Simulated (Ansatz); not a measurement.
## Run report: CuBr₂ (charge −1), geometry relaxation

The run: geometry relaxation of CuBr₂, charge −1, multiplicity 3. Method and program: UKS PBE-D4/def2-TZVPD (Ansatz 0.2.0).

The geometry: PBE-D4/def2-TZVPD start.

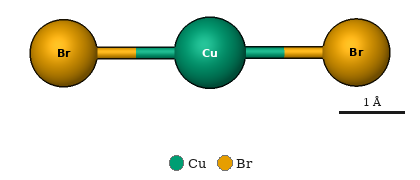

Figure 1. The starting structure (ball-and-stick view, seen on its broad side). Sticks mark near contacts. Bond lengths as drawn: Br–Cu 2.27 Å.

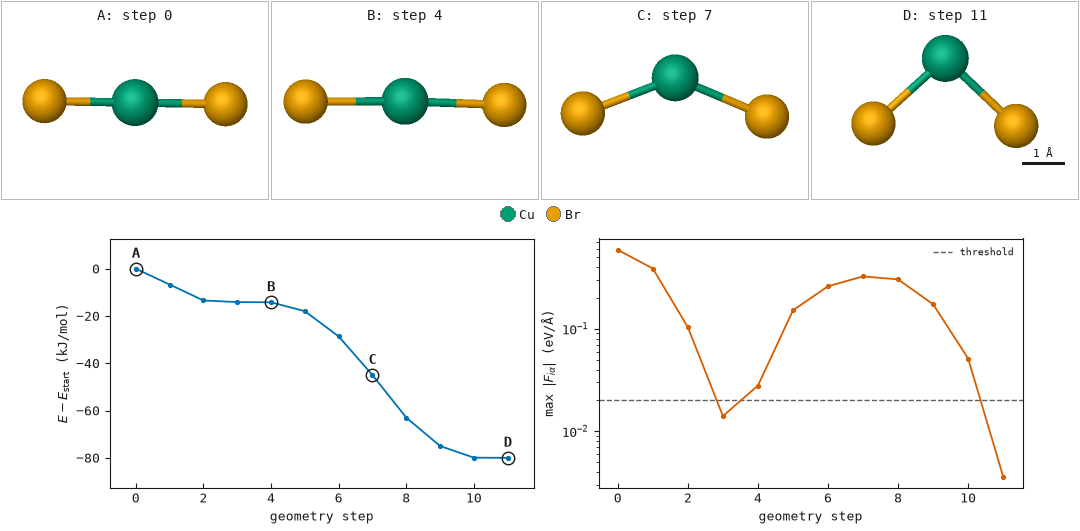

Figure 2. Frames of the relaxation (ball-and-stick view, seen at a tilt) above the curves, on which the letters mark them (the first geometry is step 0 here and step 1 in the log).

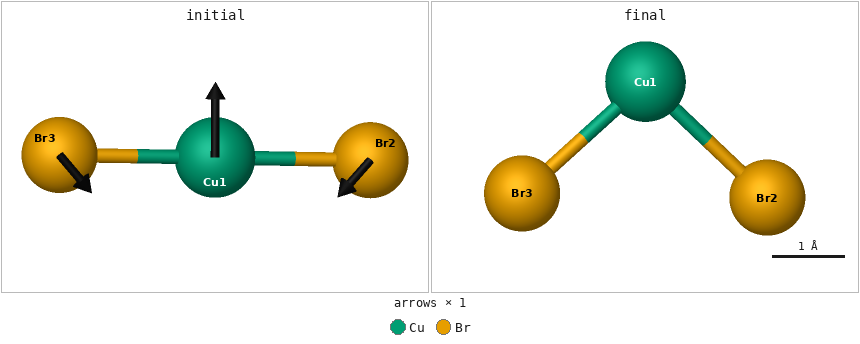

Figure 3. Before (left) and after (right) the relaxation, at one scale (ball-and-stick view, seen at a tilt). The black arrows give the displacements, at true length. The energy falls by 80.0 kJ/mol in 11 geometry steps. Largest force component: 0.59 eV/Å at the start, 0.0036 eV/Å at the end. The atom that moves furthest after the best rigid fit is Cu1 (1.06 Å). Largest moves by element: Cu 1.06 Å, Br 0.71 Å. Among the contacts that change: Cu1–Br2 2.269 → 2.396 Å. Among the angles that change: Br2–Cu1–Br3 179.9° → 96.6°. (Atoms are counted from 1 in the order of the input.)

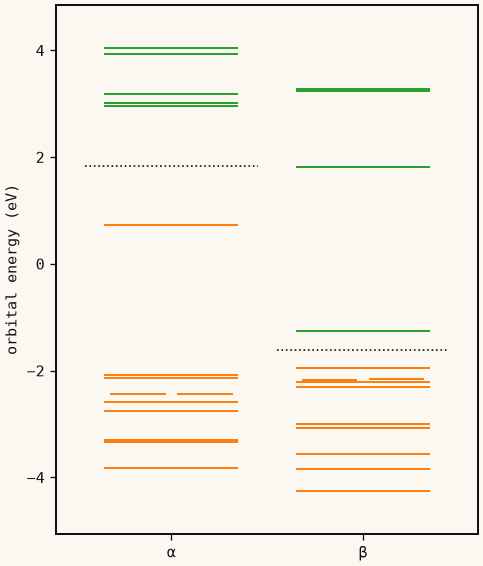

Figure 4. Orbital energies near the frontier for α and β spins; the dotted line parts filled from empty levels, and levels within 0.02 eV of each other stand side by side. α: highest filled 0.73 eV, lowest empty 2.95 eV, 2.22 eV apart; β: highest filled −1.95 eV, lowest empty −1.27 eV, 0.68 eV apart.

These pictures come from the run below.

### The input
```yaml
crystal:
  periodic: [false, false, false]
  atoms:
    - {symbol: Cu, position_ang: [0.000785, -0.000716, 0.000655]}
    - {symbol: Br, position_ang: [-1.489444, -1.691862, -0.260368]}
    - {symbol: Br, position_ang: [1.488659, 1.692578, 0.259703]}
basis:
  gaussian: {orbitals: def2-TZVPD}
total_charge: -1
magnetization: {spin_polarized: true, initial_magnetization: 2}
hamiltonian: {xc: pbe, dispersion: d4}
scf: {lower_state_search: "off"}
output: {orbitals: {seedname: orbitals}}
relax: {f_tol: 0.02, max_steps: 100}
```

Launch command:
```bash
ansatz run in.yaml --threads 4 --pin off --events-out ev --progress --plain --max-ram 3916MiB
```

### What the program printed
```
Functional definition: PBE
  name "PBE"
  cite "Perdew, Burke & Ernzerhof, Phys. Rev. Lett. 77, 3865 (1996) doi:10.1103/PhysRevLett.77.3865"
  parent pbe
  parameter kappa = 0.804
  parameter beta = 0.06672455060314922
  exchange = pbe_x(kappa = kappa, mu = beta*pi^2/3)
  correlation = pbe_c(beta = beta)
these checks for a lower state are left out or cut short: stability, starts, cluster_reference, orbital_swaps, neighbouring_geometries, increment
1309 factors; their error is unknown
mean field evaluation 1: about -184488.5890 eV, gradient 2.9e2 eV
mean field evaluation 2: about -183517.2523 eV, gradient 6.4e2 eV
mean field evaluation 4: about -184585.7616 eV, gradient 1.8e2 eV
mean field evaluation 8: about -184705.3800 eV, gradient 1.9e1 eV
mean field evaluation 16: about -184708.3446 eV, gradient 3.3e0 eV
mean field -184708.35853025 eV, -6787.9069761647 hartree, gradient 1.8e-6 eV, S^2 2.001052; 0 other end points of the search recorded, 0 dependent functions left out
the calculation of the forces begins
reference -184708.35856750 eV, -6787.9069775334 hartree; 51, 49 occupied and 111, 113 virtual orbitals, 1309 factors
relax step   1: F+E_penalty+E_count = -184708.44411281 eV  Δ(F+E_penalty+E_count) = +0.000e0 eV  max|allowed force component| = 5.892e-1 eV/Å  Δτ_max = 0.0000 Å  (43 SCF iters, accepted)
these checks for a lower state are left out or cut short: stability, starts, cluster_reference, orbital_swaps, neighbouring_geometries, increment
1309 factors; their error is unknown
mean field evaluation 32: about -184708.4294 eV, gradient 6.6e-7 eV
mean field -184708.42940405 eV, -6787.9095807287 hartree, gradient 6.8e-7 eV, S^2 2.001039; 0 other end points of the search recorded, 0 dependent functions left out
the calculation of the forces begins
reference -184708.42944223 eV, -6787.9095821318 hartree; 51, 49 occupied and 111, 113 virtual orbitals, 1309 factors
relax step   2: F+E_penalty+E_count = -184708.51320182 eV  Δ(F+E_penalty+E_count) = -6.909e-2 eV  max|allowed force component| = 3.872e-1 eV/Å  Δτ_max = 0.0536 Å  (23 SCF iters, accepted)
these checks for a lower state are left out or cut short: stability, starts, cluster_reference, orbital_swaps, neighbouring_geometries, increment
1309 factors; their error is unknown
mean field -184708.50270949 eV, -6787.9122746538 hartree, gradient 1.4e-6 eV, S^2 2.001045; 0 other end points of the search recorded, 0 dependent functions left out
the calculation of the forces begins
reference -184708.50274848 eV, -6787.9122760868 hartree; 51, 49 occupied and 111, 113 virtual orbitals, 1309 factors
relax step   3: F+E_penalty+E_count = -184708.58310856 eV  Δ(F+E_penalty+E_count) = -6.991e-2 eV  max|allowed force component| = 1.035e-1 eV/Å  Δτ_max = 0.1126 Å  (29 SCF iters, accepted)
these checks for a lower state are left out or cut short: stability, starts, cluster_reference, orbital_swaps, neighbouring_geometries, increment
1309 factors; their error is unknown
mean field -184708.51135064 eV, -6787.9125922105 hartree, gradient 1.8e-6 eV, S^2 2.001057; 0 other end points of the search recorded, 0 dependent functions left out
the calculation of the forces begins
reference -184708.51139064 eV, -6787.9125936801 hartree; 51, 49 occupied and 111, 113 virtual orbitals, 1309 factors
relax step   4: F+E_penalty+E_count = -184708.59034030 eV  Δ(F+E_penalty+E_count) = -7.232e-3 eV  max|allowed force component| = 1.408e-2 eV/Å  Δτ_max = 0.0518 Å  (73 SCF iters, accepted)
these checks for a lower state are left out or cut short: stability, starts, cluster_reference, orbital_swaps, neighbouring_geometries, increment
1309 factors; their error is unknown
mean field evaluation 64: about -184708.5123 eV, gradient 1.9e-6 eV
mean field -184708.51229753 eV, -6787.9126270080 hartree, gradient 4.0e-6 eV, S^2 2.001068; 0 other end points of the search recorded, 0 dependent functions left out
the calculation of the forces begins
reference -184708.51233768 eV, -6787.9126284834 hartree; 51, 49 occupied and 111, 113 virtual orbitals, 1309 factors
relax step   5: F+E_penalty+E_count = -184708.59115965 eV  Δ(F+E_penalty+E_count) = -8.193e-4 eV  max|allowed force component| = 2.791e-2 eV/Å  Δτ_max = 0.0160 Å  (24 SCF iters, accepted)
these checks for a lower state are left out or cut short: stability, starts, cluster_reference, orbital_swaps, neighbouring_geometries, increment
1309 factors; their error is unknown
mean field -184708.55108272 eV, -6787.9140523372 hartree, gradient 2.4e-6 eV, S^2 2.001477; 0 other end points of the search recorded, 0 dependent functions left out
the calculation of the forces begins
reference -184708.55112364 eV, -6787.9140538412 hartree; 51, 49 occupied and 111, 113 virtual orbitals, 1309 factors
relax step   6: F+E_penalty+E_count = -184708.63017968 eV  Δ(F+E_penalty+E_count) = -3.902e-2 eV  max|allowed force component| = 1.513e-1 eV/Å  Δτ_max = 0.1637 Å  (35 SCF iters, accepted)
these checks for a lower state are left out or cut short: stability, starts, cluster_reference, orbital_swaps, neighbouring_geometries, increment
1309 factors; their error is unknown
mean field -184708.66066882 eV, -6787.9180795521 hartree, gradient 2.9e-6 eV, S^2 2.002126; 0 other end points of the search recorded, 0 dependent functions left out
the calculation of the forces begins
reference -184708.66071138 eV, -6787.9180811162 hartree; 51, 49 occupied and 111, 113 virtual orbitals, 1309 factors
relax step   7: F+E_penalty+E_count = -184708.74097839 eV  Δ(F+E_penalty+E_count) = -1.108e-1 eV  max|allowed force component| = 2.602e-1 eV/Å  Δτ_max = 0.2000 Å  (34 SCF iters, accepted)
these checks for a lower state are left out or cut short: stability, starts, cluster_reference, orbital_swaps, neighbouring_geometries, increment
1309 factors; their error is unknown
mean field -184708.82684835 eV, -6787.9241865372 hartree, gradient 2.9e-6 eV, S^2 2.002473; 0 other end points of the search recorded, 0 dependent functions left out
the calculation of the forces begins
reference -184708.82689271 eV, -6787.9241881675 hartree; 51, 49 occupied and 111, 113 virtual orbitals, 1309 factors
relax step   8: F+E_penalty+E_count = -184708.91042969 eV  Δ(F+E_penalty+E_count) = -1.695e-1 eV  max|allowed force component| = 3.242e-1 eV/Å  Δτ_max = 0.2000 Å  (34 SCF iters, accepted)
these checks for a lower state are left out or cut short: stability, starts, cluster_reference, orbital_swaps, neighbouring_geometries, increment
1309 factors; their error is unknown
mean field evaluation 96: about -184708.8059 eV, gradient 9.9e0 eV
mean field -184709.00800720 eV, -6787.9308440024 hartree, gradient 2.2e-6 eV, S^2 2.002521; 0 other end points of the search recorded, 0 dependent functions left out
the calculation of the forces begins
reference -184709.00805329 eV, -6787.9308456961 hartree; 51, 49 occupied and 111, 113 virtual orbitals, 1309 factors
relax step   9: F+E_penalty+E_count = -184709.09706236 eV  Δ(F+E_penalty+E_count) = -1.866e-1 eV  max|allowed force component| = 3.034e-1 eV/Å  Δτ_max = 0.2000 Å  (34 SCF iters, accepted)
these checks for a lower state are left out or cut short: stability, starts, cluster_reference, orbital_swaps, neighbouring_geometries, increment
1309 factors; their error is unknown
mean field -184709.12547396 eV, -6787.9351608261 hartree, gradient 8.3e-6 eV, S^2 2.002451; 0 other end points of the search recorded, 0 dependent functions left out
the calculation of the forces begins
reference -184709.12551978 eV, -6787.9351625100 hartree; 51, 49 occupied and 111, 113 virtual orbitals, 1309 factors
relax step  10: F+E_penalty+E_count = -184709.22153096 eV  Δ(F+E_penalty+E_count) = -1.245e-1 eV  max|allowed force component| = 1.732e-1 eV/Å  Δτ_max = 0.1904 Å  (28 SCF iters, accepted)
these checks for a lower state are left out or cut short: stability, starts, cluster_reference, orbital_swaps, neighbouring_geometries, increment
1309 factors; their error is unknown
mean field -184709.17014389 eV, -6787.9368024156 hartree, gradient 1.1e-6 eV, S^2 2.002467; 0 other end points of the search recorded, 0 dependent functions left out
the calculation of the forces begins
reference -184709.17019016 eV, -6787.9368041161 hartree; 51, 49 occupied and 111, 113 virtual orbitals, 1309 factors
relax step  11: F+E_penalty+E_count = -184709.27261593 eV  Δ(F+E_penalty+E_count) = -5.108e-2 eV  max|allowed force component| = 5.116e-2 eV/Å  Δτ_max = 0.1950 Å  (28 SCF iters, accepted)
these checks for a lower state are left out or cut short: stability, starts, cluster_reference, orbital_swaps, neighbouring_geometries, increment
1309 factors; their error is unknown
mean field evaluation 128: about -184709.1709 eV, gradient 5.0e-4 eV
mean field -184709.17089793 eV, -6787.9368301263 hartree, gradient 9.8e-7 eV, S^2 2.002453; 0 other end points of the search recorded, 0 dependent functions left out
the calculation of the forces begins
reference -184709.17094405 eV, -6787.9368318209 hartree; 51, 49 occupied and 111, 113 virtual orbitals, 1309 factors
relax step  12: F+E_penalty+E_count = -184709.27334556 eV  Δ(F+E_penalty+E_count) = -7.296e-4 eV  max|allowed force component| = 3.597e-3 eV/Å  Δτ_max = 0.0128 Å  (25 SCF iters, accepted)
Total energy: -184709.27339167 eV, -6787.9405967017 hartree
Atom 0 at     0.636268    -0.645050     0.554426 Å, force     0.001277    -0.001287     0.001110 eV/Å
Atom 1 at    -1.492705    -1.012346    -0.482322 Å, force    -0.003240    -0.002310    -0.001011 eV/Å
Atom 2 at     0.856436     1.657396    -0.072114 Å, force     0.001963     0.003597    -0.000100 eV/Å
Dipole moment:    -0.160115     0.162323    -0.139520 e Å
Checks for a lower state left out: stability, starts, cluster_reference, orbital_swaps, neighbouring_geometries, increment
```

### Trajectory as extended XYZ (Å, eV, eV/Å), 12 frames, from step=1 to step=12
```
3
Properties=species:S:1:pos:R:3:forces:R:3 step=1 energy=-184708.44411
Cu    0.0008   -0.0007    0.0007    0.0015  -0.0035   0.0019
Br   -1.4894   -1.6919   -0.2604   -0.5176  -0.5857  -0.0912
Br    1.4887    1.6926    0.2597    0.5162   0.5892   0.0893
3
Properties=species:S:1:pos:R:3:forces:R:3 step=2 energy=-184708.51320
Cu    0.0012   -0.0012    0.0010    0.0029  -0.0038   0.0028
Br   -1.5248   -1.7316   -0.2667   -0.3404  -0.3834  -0.0606
Br    1.5236    1.7327    0.2657    0.3376   0.3872   0.0578
3
Properties=species:S:1:pos:R:3:forces:R:3 step=3 energy=-184708.58311
Cu    0.0038   -0.0038    0.0033    0.0067  -0.0076   0.0061
Br   -1.6000   -1.8143   -0.2807   -0.0911  -0.0959  -0.0184
Br    1.5962    1.8180    0.2774    0.0843   0.1035   0.0123
3
Properties=species:S:1:pos:R:3:forces:R:3 step=4 energy=-184708.59034
Cu    0.0092   -0.0093    0.0080    0.0139  -0.0141   0.0121
Br   -1.6366   -1.8500   -0.2890   -0.0103   0.0032  -0.0066
Br    1.6273    1.8593    0.2810   -0.0036   0.0109  -0.0055
3
Properties=species:S:1:pos:R:3:forces:R:3 step=5 energy=-184708.59116
Cu    0.0188   -0.0190    0.0164    0.0275  -0.0279   0.0240
Br   -1.6445   -1.8487   -0.2937   -0.0088   0.0196  -0.0111
Br    1.6257    1.8677    0.2773   -0.0188   0.0083  -0.0129
3
Properties=species:S:1:pos:R:3:forces:R:3 step=6 energy=-184708.63018
Cu    0.1168   -0.1185    0.1018    0.1495  -0.1513   0.1302
Br   -1.6856   -1.7900   -0.3351   -0.0279   0.1289  -0.0569
Br    1.5688    1.9085    0.2333   -0.1216   0.0224  -0.0733
3
Properties=species:S:1:pos:R:3:forces:R:3 step=7 energy=-184708.74098
Cu    0.2366   -0.2399    0.2062    0.2158  -0.2185   0.1880
Br   -1.7108   -1.6898   -0.3812    0.0249   0.2602  -0.0708
Br    1.4742    1.9298    0.1750   -0.2407  -0.0418  -0.1172
3
Properties=species:S:1:pos:R:3:forces:R:3 step=8 energy=-184708.91043
Cu    0.3564   -0.3614    0.3106    0.2077  -0.2102   0.1809
Br   -1.6936   -1.5415   -0.4199    0.0889   0.3242  -0.0568
Br    1.3373    1.9029    0.1094   -0.2966  -0.1140  -0.1241
3
Properties=species:S:1:pos:R:3:forces:R:3 step=9 energy=-184709.09706
Cu    0.4762   -0.4828    0.4150    0.1020  -0.1031   0.0888
Br   -1.6466   -1.3593   -0.4535    0.1705   0.3034  -0.0057
Br    1.1704    1.8421    0.0385   -0.2725  -0.2003  -0.0831
3
Properties=species:S:1:pos:R:3:forces:R:3 step=10 energy=-184709.22153
Cu    0.5504   -0.5581    0.4796    0.1215  -0.1231   0.1058
Br   -1.5656   -1.1875   -0.4652    0.0375   0.1732  -0.0358
Br    1.0152    1.7455   -0.0145   -0.1589  -0.0501  -0.0701
3
Properties=species:S:1:pos:R:3:forces:R:3 step=11 energy=-184709.27262
Cu    0.6439   -0.6528    0.5611   -0.0504   0.0512  -0.0439
Br   -1.4951   -1.0069   -0.4854    0.0459  -0.0020   0.0256
Br    0.8512    1.6597   -0.0757    0.0045  -0.0491   0.0184
3
Properties=species:S:1:pos:R:3:forces:R:3 step=12 energy=-184709.27335
Cu    0.6363   -0.6451    0.5544    0.0013  -0.0013   0.0011
Br   -1.4927   -1.0123   -0.4823   -0.0032  -0.0023  -0.0010
Br    0.8564    1.6574   -0.0721    0.0020   0.0036  -0.0001
```

### Key numbers

```csv
quantity,value
outcome,converged
total energy,−184709.2734 eV
mean-field energy,−184709.1709 eV
dispersion energy,−0.1024 eV
⟨S²⟩,2.002
HOMO (either spin),0.73 eV
LUMO (either spin),−1.27 eV
largest force (length of the vector) at the end,0.004 eV/Å
hardware,"4 threads of Arm Neoverse V1, 23 GiB of memory available, shared host"
wall time,38 s (CPU time 2.3 min)
peak memory,0.44 GiB
```

The highest filled orbital lies above zero: either the extra electron isn't bound at this level, or the self-interaction error of the functional lifts the level.
